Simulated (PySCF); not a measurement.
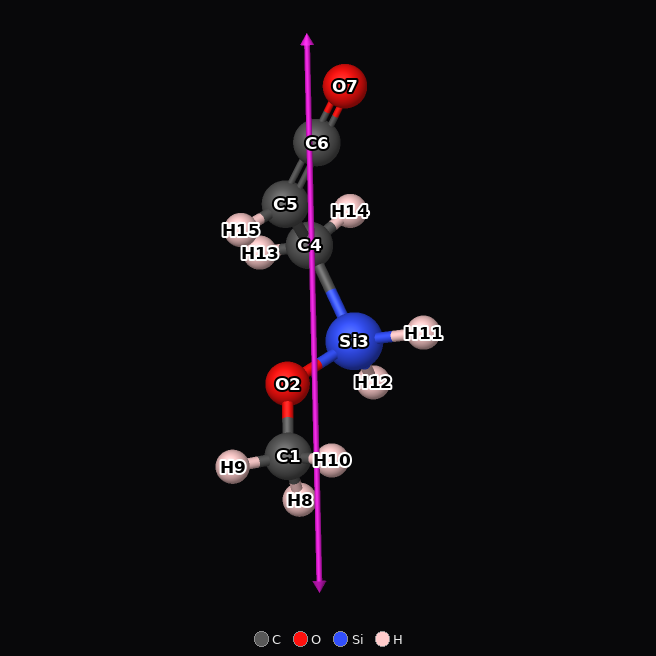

The double arrow shows the direction of the transition dipole to excited singlet state 3 (its length means nothing). Computed geometry: GFN2-xTB optimisation. No frequency run is at hand to confirm it as a minimum. Properties computed with TDDFT ωB97X-D/def2-SVPD, vertical, gas phase, core orbitals frozen in the response (PySCF 2.14.0).

> How is the transition polarised?

Close to the long direction C1···O7.

> Where does the transition lie, and how strong is it?

6.60 eV (188 nm), oscillator strength 0.092, mainly HOMO → LUMO+1 (weight 0.69); transition dipole 1.92 D.

The geometry is semi-empirical. Around Si such bond lengths and angles can be off by a tenth of an ångström or more and by several degrees, and values that hang on the shape move with them.
